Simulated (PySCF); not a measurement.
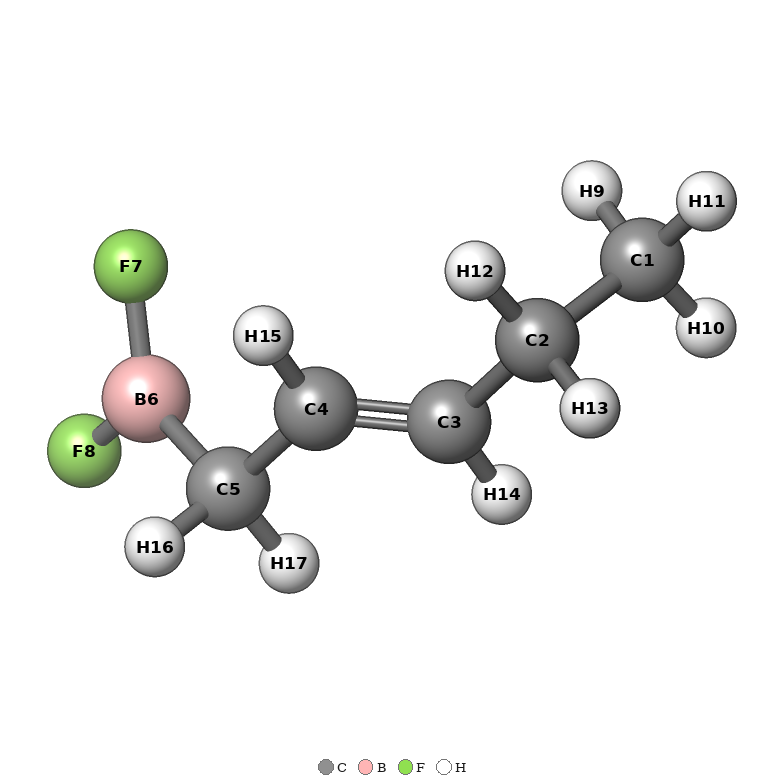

Computed geometry: GFN2-xTB optimisation. No frequency run is at hand to confirm it as a minimum. Electric field gradients from the ground-state density, B3LYP/pcJ-1 (PySCF 2.14.0), non-relativistic apart from any core potentials.

Give the largest field-gradient component, the quadrupole coupling constant and the asymmetry for 11B at B6 (Q = 40.59 mb), 2H at H9 (Q = 2.86 mb), 2H at H10 (Q = 2.86 mb).

| atom | V_zz (a.u.) | e²qQ/h (MHz) | η |
| --- | --- | --- | --- |
| B6 | 0.348 | 3.32 | 0.71 |
| H9 | 0.302 | 0.203 | 0.02 |
| H10 | 0.304 | 0.204 | 0.03 |

The geometry is semi-empirical. Around B such bond lengths and angles can be off by a tenth of an ångström or more and by several degrees, and values that hang on the shape move with them.
